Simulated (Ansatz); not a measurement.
# AlGeH+ (quartet): from Hartree-Fock to the top rungs, cc-pVDZ

How much of the correlation energy of AlGeH+ (quartet) does each wave-function method recover here?

Method: cc-pVDZ, core rule «outside noble gas», up to 19 orbitals frozen; program: Ansatz 0.2.0, Gaussian basis.

The runs, in order: UHF; CCSD(T) on ROHF; CCSD(T) on UHF; BCCD(T) on ROHF; CISD; CCSDT(Q) on ROHF; CCSDT(Q) on UHF; CASSCF and MRCISD+Q, 7 electrons in 9 orbitals; CASSCF and NEVPT2, 7 electrons in 9 orbitals.

24 further runs of the same task are left out: 2 for a known fault of the program, 8 that didn't finish, 14 set aside as unsound or not needed.

### Step 1. The system

The geometry is a PBE0/def2-TZVP stationary point (not a proven minimum) of the parent state, kept for this charge and spin. No spin-orbit coupling is included. The filled d shell of Ge may be among the frozen orbitals whatever the setting's name suggests; the logs give the count.

3 atoms, charge 1, spin multiplicity 4.

Atoms are counted from 1 here; the program's logs count them from 0.

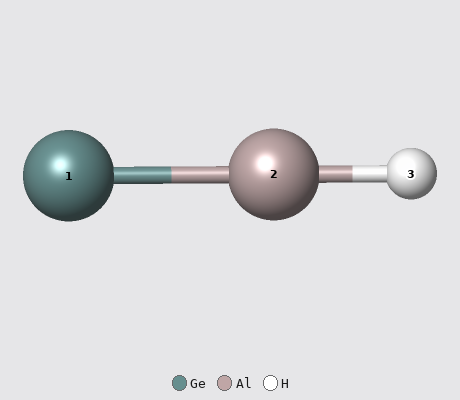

The structure; germanium teal, aluminium light grey, hydrogen white; atoms are numbered from 1 in the order of the file.

In the tables R marks a restricted open-shell determinant and U an unrestricted one; 'valence' is the active space of 7 electrons in 9 orbitals; energies count from the table's Hartree-Fock row.

### Step 2. UHF

Input file in.yaml:

```yaml
crystal:
  periodic: [false, false, false]
  atoms:
    - {symbol: Ge, position_ang: [0.000000, 0.000000, 2.125993]}
    - {symbol: Al, position_ang: [0.000000, 0.000000, -0.262451]}
    - {symbol: H, position_ang: [0.000000, 0.000000, -1.863543]}
basis:
  gaussian: {orbitals: cc-pVDZ}
total_charge: 1
magnetization: {spin_polarized: true, initial_magnetization: 3}
hamiltonian: {xc: hf}
output: {orbitals: {seedname: orbitals}}
```

Started as:

```bash
$ ansatz run in.yaml --threads 1 --pin off --events-out ev --progress --plain --max-ram 2393MiB
```

Standard output:

```text
Functional definition: HF
  name "HF"
  cite "Fock, Z. Phys. 61, 126 (1930) doi:10.1007/BF01340294"
  parent pbe
  exchange = exact_x
  correlation = 0
553 factors; integrals over basis functions are off by at most 1.0e-3 eV
mean field evaluation 1: about -63062.2341 eV, gradient 6.3e0 eV
mean field evaluation 2: about -63062.2391 eV, gradient 6.3e0 eV
mean field evaluation 4: about -63062.9625 eV, gradient 1.1e0 eV
mean field evaluation 8: about -63063.0180 eV, gradient 1.9e-1 eV
mean field evaluation 16: about -63049.6132 eV, gradient 1.0e1 eV
mean field evaluation 32: about -63059.2413 eV, gradient 4.6e0 eV
mean field -63063.02069773 eV, -2317.5232649910 hartree, gradient 2.5e-5 eV, S^2 3.764567; 2 other end points of the search recorded, 0 dependent functions left out
reference -63063.02069773 eV, -2317.5232649910 hartree; 24, 21 occupied and 26, 29 virtual orbitals, 553 factors
Total energy: -63063.02069773 eV, -2317.5232649910 hartree
```

Wall time 1.4 s (1 thread of Arm Neoverse V1, shared host).

From the report: ⟨S²⟩ of the determinant 3.765 (pure quartet: 3.75).

### Step 3. CCSD(T) on ROHF

Changes to in.yaml since step 2:

```diff
@@ -9,4 +9,3 @@
 total_charge: 1
-magnetization: {spin_polarized: true, initial_magnetization: 3}
-hamiltonian: {xc: hf}
-output: {orbitals: {seedname: orbitals}}
+magnetization: {spin_polarized: false, initial_magnetization: 3}
+correlation: {method: ccsd_t, electrons: outside_noble_gas}
```

Same command.

Standard output (excerpt; [...] marks lines left out):

```text
Functional definition: HF
  name "HF"
  cite "Fock, Z. Phys. 61, 126 (1930) doi:10.1007/BF01340294"
  parent pbe
[...]
553 factors; integrals over basis functions are off by at most 1.0e-3 eV
[...]
mean field -63062.93701897 eV, -2317.5201898533 hartree, gradient 2.4e-6 eV, S^2 3.750000; 1 other end points of the search recorded, 0 dependent functions left out
determinant -63062.93701897 eV, -2317.5201898533 hartree, with singles and doubles -63066.02786726 eV, -2317.6337764327 hartree
determinant -63059.81632593 eV, -2317.4055064993 hartree, with singles and doubles -63062.86639175 eV, -2317.5175943505 hartree
19 core orbitals not correlated: weight in the atoms' cores, before any rotation towards them, 1.000 or more for the frozen orbitals, at most 0.000 for the correlated occupied ones
reference -63062.93701897 eV, -2317.5201898533 hartree; 5, 2 occupied and 26, 29 virtual orbitals, 553 factors
second order -2.36909910 eV of doubles, -0.02920034 eV of singles
cycle   1  -3.09113109 eV  change   -2.8e-4 eV  update   7.9e-4
[...]
cycle   7  -3.09145269 eV  change   -5.6e-6 eV  update   4.2e-6
perturbative correction -0.11171359 eV, -0.0041053987 hartree
Total energy: -63066.14018525 eV, -2317.6379040429 hartree
```

Run time: 2.2 s. Hardware: 1 thread of Arm Neoverse V1, shared host.

From the report: correlation -3.2032 eV; T1 0.038; largest double amplitude 0.07.

### Step 4. CCSD(T) on UHF

Changes to in.yaml since step 3:

```diff
@@ -9,3 +9,3 @@
 total_charge: 1
-magnetization: {spin_polarized: false, initial_magnetization: 3}
+magnetization: {spin_polarized: true, initial_magnetization: 3}
 correlation: {method: ccsd_t, electrons: outside_noble_gas}
```

Same command.

Standard output (excerpt; [...] marks lines left out):

```text
Functional definition: HF
  name "HF"
  cite "Fock, Z. Phys. 61, 126 (1930) doi:10.1007/BF01340294"
  parent pbe
[...]
553 factors; integrals over basis functions are off by at most 1.0e-3 eV
[...]
mean field -63063.02069773 eV, -2317.5232649910 hartree, gradient 2.9e-6 eV, S^2 3.764567; 2 other end points of the search recorded, 0 dependent functions left out
determinant -63063.02069773 eV, -2317.5232649910 hartree, with singles and doubles -63066.04366271 eV, -2317.6343569049 hartree
determinant -63060.00731192 eV, -2317.4125251049 hartree, with singles and doubles -63062.87851563 eV, -2317.5180398952 hartree
determinant -63059.59806861 eV, -2317.3974856907 hartree, with singles and doubles -63062.65946790 eV, -2317.5099900393 hartree
19 core orbitals not correlated: weight in the atoms' cores, before any rotation towards them, 1.000 or more for the frozen orbitals, at most 0.000 for the correlated occupied ones
reference -63063.02069773 eV, -2317.5232649910 hartree; 5, 2 occupied and 26, 29 virtual orbitals, 553 factors
second order -2.31182874 eV of doubles, -0.00000000 eV of singles
cycle   1  -3.02315335 eV  change   -1.9e-4 eV  update   9.0e-4
[...]
cycle   7  -3.02345907 eV  change   -4.8e-6 eV  update   3.4e-6
perturbative correction -0.10905070 eV, -0.0040075393 hartree
Total energy: -63066.15320750 eV, -2317.6383826016 hartree
```

Run time: 2.4 s. Hardware: 1 thread of Arm Neoverse V1, shared host.

From the report: ⟨S²⟩ of the determinant 3.765 (pure quartet: 3.75); correlation -3.1325 eV; T1 0.033; largest double amplitude 0.06.

### Step 5. BCCD(T) on ROHF

Changes to in.yaml since step 4:

```diff
@@ -9,3 +9,3 @@
 total_charge: 1
-magnetization: {spin_polarized: true, initial_magnetization: 3}
-correlation: {method: ccsd_t, electrons: outside_noble_gas}
+magnetization: {spin_polarized: false, initial_magnetization: 3}
+correlation: {method: bccd_t, electrons: outside_noble_gas}
```

Launched as before.

Standard output (excerpt; [...] marks lines left out):

```text
Functional definition: HF
  name "HF"
  cite "Fock, Z. Phys. 61, 126 (1930) doi:10.1007/BF01340294"
  parent pbe
[...]
553 factors; integrals over basis functions are off by at most 1.0e-3 eV
[...]
mean field -63062.93701897 eV, -2317.5201898533 hartree, gradient 2.4e-6 eV, S^2 3.750000; 1 other end points of the search recorded, 0 dependent functions left out
determinant -63062.93701897 eV, -2317.5201898533 hartree, with singles and doubles -63066.02786726 eV, -2317.6337764327 hartree
determinant -63059.81632593 eV, -2317.4055064993 hartree, with singles and doubles -63062.86639175 eV, -2317.5175943505 hartree
19 core orbitals not correlated: weight in the atoms' cores, before any rotation towards them, 1.000 or more for the frozen orbitals, at most 0.000 for the correlated occupied ones
reference -63062.93701897 eV, -2317.5201898533 hartree; 5, 2 occupied and 26, 29 virtual orbitals, 553 factors
second order -2.36909910 eV of doubles, -0.02920034 eV of singles
cycle   1  -3.09359368 eV  change   -2.7e-3 eV  update   9.4e-3
[...]
cycle  10  -3.08975629 eV  change    5.3e-7 eV  update   2.6e-6
perturbative correction -0.11388261 eV, -0.0041851086 hartree
Total energy: -63066.14065787 eV, -2317.6379214112 hartree
```

Run time: 2.4 s. Hardware: 1 thread of Arm Neoverse V1, shared host.

From the report: correlation -3.2036 eV; largest double amplitude 0.06.

### Step 6. CISD

Changes to in.yaml since step 5:

```diff
@@ -10,2 +10,2 @@
 magnetization: {spin_polarized: false, initial_magnetization: 3}
-correlation: {method: bccd_t, electrons: outside_noble_gas}
+correlation: {active_space: {ras: {orbitals: [2, 3, 26], electrons: 7, max_holes: 2, max_particles: 2}, fixed_orbitals: true}}
```

Launched as before.

Standard output:

```text
Functional definition: HF
  name "HF"
  cite "Fock, Z. Phys. 61, 126 (1930) doi:10.1007/BF01340294"
  parent pbe
  exchange = exact_x
  correlation = 0
553 factors; integrals over basis functions are off by at most 1.0e-3 eV
mean field evaluation 1: about -63062.1603 eV, gradient 6.5e0 eV
mean field evaluation 2: about -63062.1643 eV, gradient 6.5e0 eV
mean field evaluation 4: about -63062.8867 eV, gradient 1.2e0 eV
mean field evaluation 8: about -63062.9323 eV, gradient 2.2e-1 eV
mean field -63062.93701897 eV, -2317.5201898533 hartree, gradient 2.4e-6 eV, S^2 3.750000; 0 other end points of the search recorded, 0 dependent functions left out
reference -63062.93701897 eV, -2317.5201898533 hartree; 24, 21 occupied and 26, 29 virtual orbitals, 553 factors
state -63065.92844217 eV, -2317.6301226283 hartree
Total energy: -63065.92844217 eV, -2317.6301226283 hartree
```

It took 2 s on 1 thread of Arm Neoverse V1, shared host.

From the report: 10,048 determinants.

### Step 7. CCSDT(Q) on ROHF

Changes to in.yaml since step 6:

```diff
@@ -10,2 +10,2 @@
 magnetization: {spin_polarized: false, initial_magnetization: 3}
-correlation: {active_space: {ras: {orbitals: [2, 3, 26], electrons: 7, max_holes: 2, max_particles: 2}, fixed_orbitals: true}}
+correlation: {method: ccsdt_q, electrons: outside_noble_gas}
```

The command is unchanged.

Standard output (excerpt; [...] marks lines left out):

```text
Functional definition: HF
  name "HF"
  cite "Fock, Z. Phys. 61, 126 (1930) doi:10.1007/BF01340294"
  parent pbe
[...]
938 factors; integrals over basis functions are off by at most 1.5e-7 eV
[...]
mean field -63062.93705676 eV, -2317.5201912420 hartree, gradient 1.4e-6 eV, S^2 3.750000; 1 other end points of the search recorded, 0 dependent functions left out
determinant -63062.93705676 eV, -2317.5201912420 hartree, with singles and doubles -63066.02790309 eV, -2317.6337777496 hartree
determinant -63059.81637224 eV, -2317.4055082010 hartree, with singles and doubles -63062.86592867 eV, -2317.5175773327 hartree
19 core orbitals not correlated: weight in the atoms' cores, before any rotation towards them, 1.000 or more for the frozen orbitals, at most 0.000 for the correlated occupied ones
reference -63062.93705676 eV, -2317.5201912420 hartree; 5, 2 occupied and 26, 29 virtual orbitals, 938 factors
second order -2.36911291 eV of doubles, -0.02920062 eV of singles
cycle   1  -2.85838976 eV  change   -4.6e-1 eV  update   7.6e-2
[...]
cycle  16  -3.23899859 eV  change   -3.5e-8 eV  update   5.8e-7
perturbative correction -0.00637836 eV, -0.0002344005 hartree
Total energy: -63066.18243372 eV, -2317.6394566453 hartree
```

It took 7.5 s on 1 thread of Arm Neoverse V1, shared host.

From the report: correlation -3.2454 eV; T1 0.041; largest double amplitude 0.07.

### Step 8. CCSDT(Q) on UHF

Changes to in.yaml since step 7:

```diff
@@ -9,3 +9,3 @@
 total_charge: 1
-magnetization: {spin_polarized: false, initial_magnetization: 3}
+magnetization: {spin_polarized: true, initial_magnetization: 3}
 correlation: {method: ccsdt_q, electrons: outside_noble_gas}
```

The command is unchanged.

Standard output (excerpt; [...] marks lines left out):

```text
Functional definition: HF
  name "HF"
  cite "Fock, Z. Phys. 61, 126 (1930) doi:10.1007/BF01340294"
  parent pbe
[...]
938 factors; integrals over basis functions are off by at most 1.5e-7 eV
[...]
mean field -63063.02073616 eV, -2317.5232664033 hartree, gradient 2.2e-6 eV, S^2 3.764567; 2 other end points of the search recorded, 0 dependent functions left out
determinant -63063.02073616 eV, -2317.5232664033 hartree, with singles and doubles -63066.04369858 eV, -2317.6343582231 hartree
determinant -63060.00736029 eV, -2317.4125268826 hartree, with singles and doubles -63062.87851681 eV, -2317.5180399385 hartree
determinant -63059.59810927 eV, -2317.3974871848 hartree, with singles and doubles -63062.65951870 eV, -2317.5099919065 hartree
19 core orbitals not correlated: weight in the atoms' cores, before any rotation towards them, 1.000 or more for the frozen orbitals, at most 0.000 for the correlated occupied ones
reference -63063.02073616 eV, -2317.5232664033 hartree; 5, 2 occupied and 26, 29 virtual orbitals, 938 factors
second order -2.31184088 eV of doubles, -0.00000000 eV of singles
cycle   1  -2.78427223 eV  change   -4.7e-1 eV  update   7.6e-2
[...]
cycle  16  -3.16858362 eV  change    4.3e-7 eV  update   5.2e-7
perturbative correction -0.00655338 eV, -0.0002408322 hartree
Total energy: -63066.19587316 eV, -2317.6399505358 hartree
```

Run time: 7 s. Hardware: 1 thread of Arm Neoverse V1, shared host.

From the report: ⟨S²⟩ of the determinant 3.765 (pure quartet: 3.75); correlation -3.1751 eV; T1 0.036; largest double amplitude 0.07.

### Step 9. CASSCF and MRCISD+Q, 7 electrons in 9 orbitals

Changes to in.yaml since step 8:

```diff
@@ -9,3 +9,3 @@
 total_charge: 1
-magnetization: {spin_polarized: true, initial_magnetization: 3}
-correlation: {method: ccsdt_q, electrons: outside_noble_gas}
+magnetization: {spin_polarized: false, initial_magnetization: 3}
+correlation: {method: fic_mrcisd_q, electrons: outside_noble_gas, active_space: {window: {electrons: 7, orbitals: 9}, shells: [{species: Al, l: s, shell: 3}, {species: Al, l: p, shell: 3}, {species: Ge, l: s, shell: 4}, {species: Ge, l: p, shell: 4}, {species: H, l: s, shell: 1}]}}
```

The command is unchanged.

Standard output (excerpt; [...] marks lines left out):

```text
Functional definition: HF
  name "HF"
  cite "Fock, Z. Phys. 61, 126 (1930) doi:10.1007/BF01340294"
  parent pbe
[...]
938 factors; integrals over basis functions are off by at most 1.5e-7 eV
[...]
mean field -63062.93705676 eV, -2317.5201912420 hartree, gradient 1.4e-6 eV, S^2 3.750000; 0 other end points of the search recorded, 0 dependent functions left out
reference -63062.93705676 eV, -2317.5201912420 hartree; 24, 21 occupied and 26, 29 virtual orbitals, 938 factors
state -63064.51728657 eV, -2317.5782636162 hartree
contracted CI cycle   1: correlation 0.00000000 eV, 0.0000000000 hartree, residual 8.00e0 eV
contracted CI cycle   2: correlation -1.51483546 eV, -0.0556691763 hartree, residual 1.70e0 eV
contracted CI cycle   3: correlation -1.58231877 eV, -0.0581491424 hartree, residual 3.93e-1 eV
contracted CI cycle   4: correlation -1.58578415 eV, -0.0582764926 hartree, residual 9.94e-2 eV
contracted CI cycle   5: correlation -1.58598909 eV, -0.0582840239 hartree, residual 2.71e-2 eV
contracted CI cycle   6: correlation -1.58600327 eV, -0.0582845452 hartree, residual 7.07e-3 eV
contracted CI cycle   7: correlation -1.58600427 eV, -0.0582845819 hartree, residual 1.92e-3 eV
contracted CI cycle   8: correlation -1.58600435 eV, -0.0582845849 hartree, residual 5.52e-4 eV
state -63064.51728657 eV, -2317.5782636162 hartree; corrected -63066.17650559 eV, -2317.6392387905 hartree
Total energy: -63066.17650559 eV, -2317.6392387905 hartree
Checks for a lower state left out: starts, orbital_swaps
```

Run time: 6.5 s. Hardware: 1 thread of Arm Neoverse V1, shared host; peak memory 0.34 GiB.

From the report: 1,184 determinants; active occupations 1.97, 1.95, 1.00, 0.99, 0.99, 0.04, 0.03, 0.03, 0.02.

### Step 10. CASSCF and NEVPT2, 7 electrons in 9 orbitals

Input file in.yaml:

```yaml
crystal:
  periodic: [false, false, false]
  atoms:
    - {symbol: Ge, position_ang: [0.000000, 0.000000, 2.125993]}
    - {symbol: Al, position_ang: [0.000000, 0.000000, -0.262451]}
    - {symbol: H, position_ang: [0.000000, 0.000000, -1.863543]}
basis:
  gaussian: {orbitals: cc-pVDZ}
total_charge: 1
magnetization: {spin_polarized: false, initial_magnetization: 3}
correlation: {method: sc_nevpt2, electrons: outside_noble_gas, active_space: {window: {electrons: 7, orbitals: 9}, shells: [{species: Al, l: s, shell: 3}, {species: Al, l: p, shell: 3}, {species: Ge, l: s, shell: 4}, {species: Ge, l: p, shell: 4}, {species: H, l: s, shell: 1}]}}
```

The command is unchanged.

Standard output:

```text
Functional definition: HF
  name "HF"
  cite "Fock, Z. Phys. 61, 126 (1930) doi:10.1007/BF01340294"
  parent pbe
  exchange = exact_x
  correlation = 0
938 factors; integrals over basis functions are off by at most 1.5e-7 eV
mean field evaluation 1: about -63062.1609 eV, gradient 6.5e0 eV
mean field evaluation 2: about -63062.1644 eV, gradient 6.5e0 eV
mean field evaluation 4: about -63062.8870 eV, gradient 1.2e0 eV
mean field evaluation 8: about -63062.9324 eV, gradient 2.2e-1 eV
mean field -63062.93705676 eV, -2317.5201912420 hartree, gradient 1.4e-6 eV, S^2 3.750000; 0 other end points of the search recorded, 0 dependent functions left out
reference -63062.93705676 eV, -2317.5201912420 hartree; 24, 21 occupied and 26, 29 virtual orbitals, 938 factors
state -63064.51728657 eV, -2317.5782636162 hartree
state -63064.51728657 eV, -2317.5782636162 hartree; corrected -63065.68932770 eV, -2317.6213353333 hartree
Total energy: -63065.68932770 eV, -2317.6213353333 hartree
Checks for a lower state left out: starts, orbital_swaps
```

It took 4.7 s on 1 thread of Arm Neoverse V1, shared host.

From the report: 1,184 determinants; active occupations 1.97, 1.95, 1.00, 0.99, 0.99, 0.04, 0.03, 0.03, 0.02.

### Step 11. Natural occupations

Natural occupations of the CASSCF valence state about the gap (report; correlated orbitals 1 to 9): 1.966, 1.949, 1.004, 0.987, 0.987, 0.039, 0.026, 0.026, 0.015. The count of effectively unpaired electrons, Σ n²(2 − n)², is 3.03; a single determinant of this spin has 3.

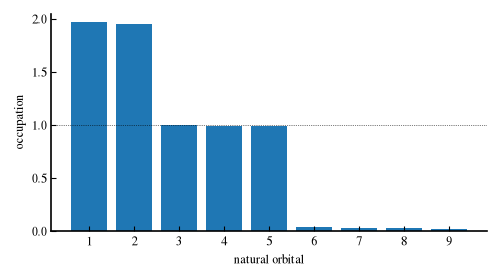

Natural occupations of the CASSCF valence state.

### Step 12. Misses and costs

The yardstick is UCCSDT(Q), where the cluster series has nearly closed. Rows without a time come out of other runs: HF, MP2 and CCSD of CCSD(T), CCSDT of CCSDT(Q), CASSCF and MRCISD of the multireference runs.

Differences are taken before rounding.

```
          method  energy from the lowest RHF (kJ/mol)  from UCCSDT(Q) (kJ/mol)   time
             RHF                                  0.0                   +314.4       
             UHF                                 -8.1                   +306.4       
            RMP2                               -231.4                    +83.0       
            UMP2                               -231.1                    +83.3       
            CISD                               -288.6                    +25.8    2 s
           RCCSD                               -298.3                    +16.2       
           UCCSD                               -299.8                    +14.6       
        RCCSD(T)                               -309.1                     +5.4  2.2 s
        UCCSD(T)                               -310.3                     +4.1  2.4 s
         BCCD(T)                               -309.1                     +5.3  2.4 s
          RCCSDT                               -312.5                     +1.9       
          UCCSDT                               -313.8                     +0.6       
       RCCSDT(Q)                               -313.1                     +1.3  7.5 s
       UCCSDT(Q)                               -314.4                        0    7 s
  CASSCF valence                               -152.5                   +162.0       
  NEVPT2 valence                               -265.6                    +48.9  4.7 s
  MRCISD valence                               -305.5                     +8.9       
MRCISD+Q valence                               -312.6                     +1.9  6.5 s
```

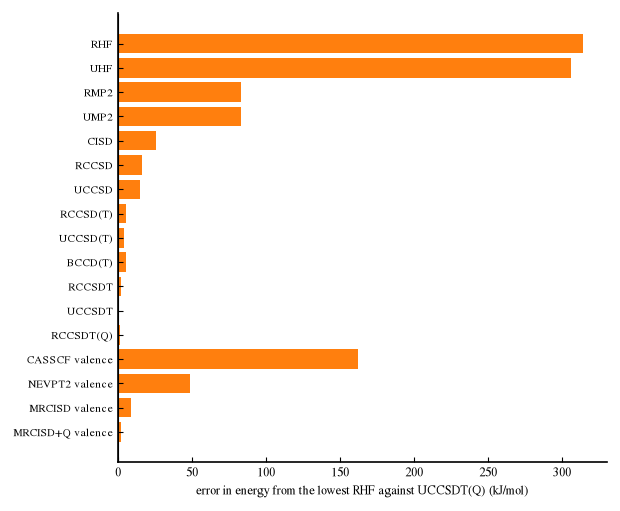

Deviations from UCCSDT(Q), method by method.

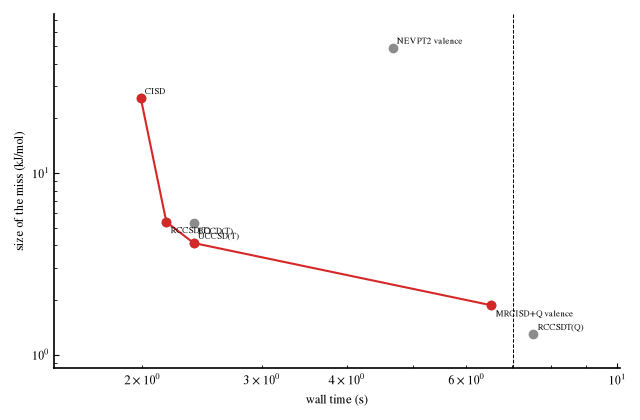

Miss against cost. Red marks the levels that no quicker level drawn beats (of those quicker than the yardstick), and the dashed line is the time of UCCSDT(Q). Times are from a shared host.

### Step 13. Outcome

```
                         quantity                                                  value
   UCCSDT(Q) below the RHF energy                                             -3.2589 eV
              RMP2 from UCCSDT(Q)                                           +83.0 kJ/mol
              UMP2 from UCCSDT(Q)                                           +83.3 kJ/mol
             RCCSD from UCCSDT(Q)                                           +16.2 kJ/mol
          RCCSD(T) from UCCSDT(Q)                                            +5.4 kJ/mol
          UCCSD(T) from UCCSDT(Q)                                            +4.1 kJ/mol
         RCCSDT(Q) from UCCSDT(Q)                                            +1.3 kJ/mol
    NEVPT2 valence from UCCSDT(Q)                                           +48.9 kJ/mol
  MRCISD+Q valence from UCCSDT(Q)                                            +1.9 kJ/mol
levels within 1 kcal/mol (43 meV)  UCCSD(T), RCCSDT, UCCSDT, RCCSDT(Q), MRCISD+Q valence
                    T1 diagnostic                                                  0.038
   effectively unpaired electrons                                                   3.03
```

RCCSD(T) lands +5.4 kJ/mol from the yardstick (1.7 % of the correlation energy). One determinant dominates. Of the multireference levels listed MRCISD+Q valence comes nearest in total energy (+1.9 kJ/mol), which doesn't show that its space is the better one. These misses are within one basis, not against nature; the frozen cores of restricted and unrestricted runs differ, which can shift their rows.

MRCISD+Q valence reaches 1.9 kJ/mol from the reference in 6.5 s, where UCCSDT(Q) took 7 s; the quickest level in the cost chart, CISD, takes 2 s and misses by 25.8 kJ/mol.
